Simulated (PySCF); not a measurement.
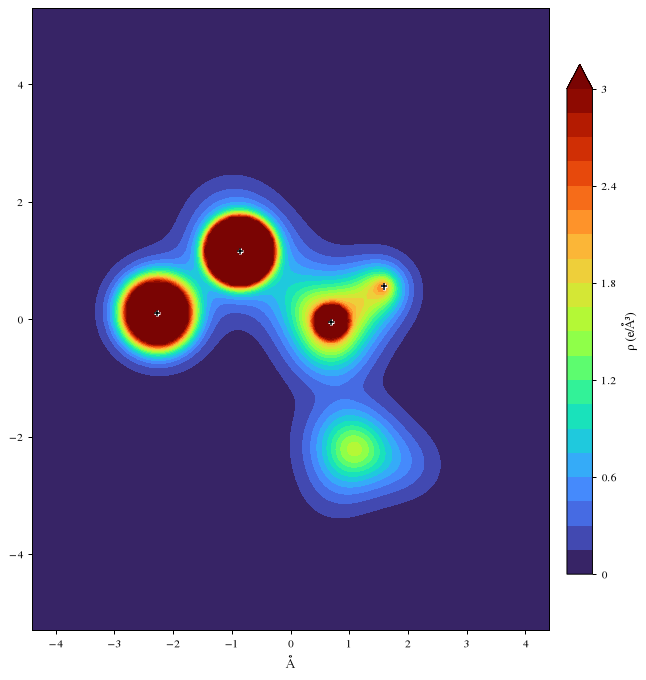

The total electron density on a plane through atoms (crosses mark nuclei in the plane).

Level of theory: PBE0/def2-SVPD, SCF density, gas phase in PySCF 2.14.0.

Candidates:
A. C2H6BN (SMILES C#[N+][BH2-]C)
B. C3H9FGeSi

**Which candidate gave the map?**

Candidate B: C3H9FGeSi on the plane of atoms F1, Ge2 and C3, which holds F, Ge, C and H. Ge–F (1.76 Å): ρ at the midpoint is about 0.87 e/Å³. C–Ge (1.97 Å): the density is about 0.87 e/Å³ at the midpoint.
